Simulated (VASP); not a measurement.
Band structure of MoS2 (2H layered). Level of theory: r2SCAN+rVV10, VASP's PBE PAW potentials (set 64) (plane waves; VASP).

The path is coarsely sampled, so an indirect gap can come out somewhat too large.

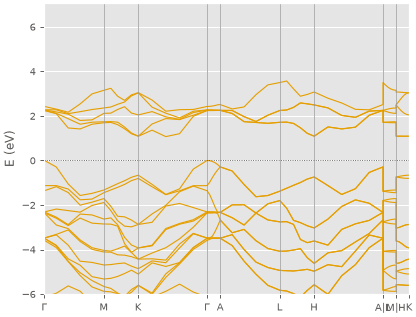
*Bands along high-symmetry lines, zero at the valence-band maximum or, without a gap, the Fermi level*

### Question
Read the plot: is there a gap, and where are the band edges?

### Answer
The gap is indirect, 1.07 eV, from the valence maximum at Γ to the conduction minimum at K-Γ at 0.40.

The compound is MoS2 in the 2H layered structure. It was relaxed first.
